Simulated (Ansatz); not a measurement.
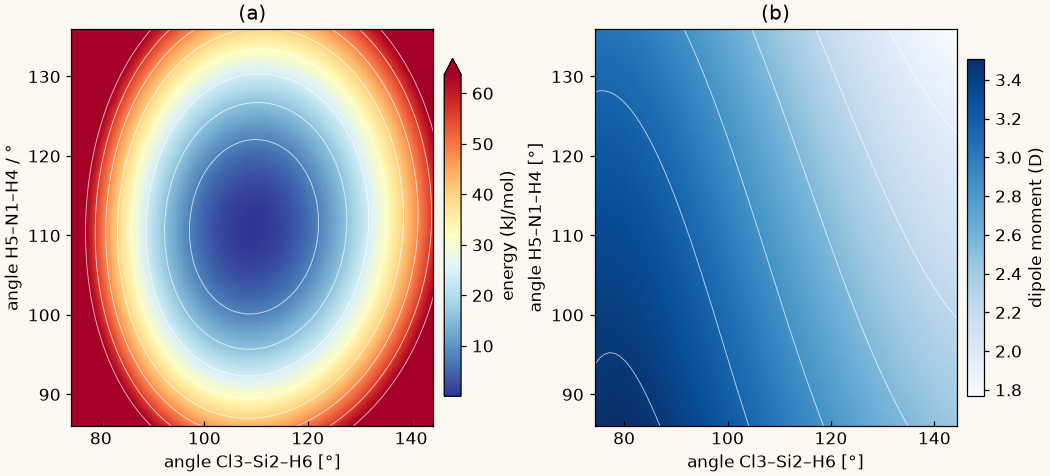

ClH₃NSi, SMILES N[SiH]Cl, spin multiplicity 2. First axis: angle Cl3–Si2–H6. Second axis: angle H5–N1–H4. Nothing is relaxed (all other coordinates rigid). The grid has 15 × 15 points. Points are written as (first, second). Energies: kJ/mol, counted from the lowest grid point. The calculation used Ansatz 0.2.0, UKS PBE-D4/def2-SVP.

Panel (a) is the energy and panel (b) the computed dipole moment on the same grid.

The picture shows a smooth colour map with a few white contour lines, one colour for all values above the top of the scale. Between grid points the surface is interpolated.

> How does the dipole moment vary over the map, and what is it at the lowest grid point?

Leaving out the highest fifth of the energies, it runs from 1.90 D at (134.3°, 136.0°) to 3.43 D at (84.3°, 93.1°). At the lowest grid point, (109.3°, 111.0°), it is 2.77 D.
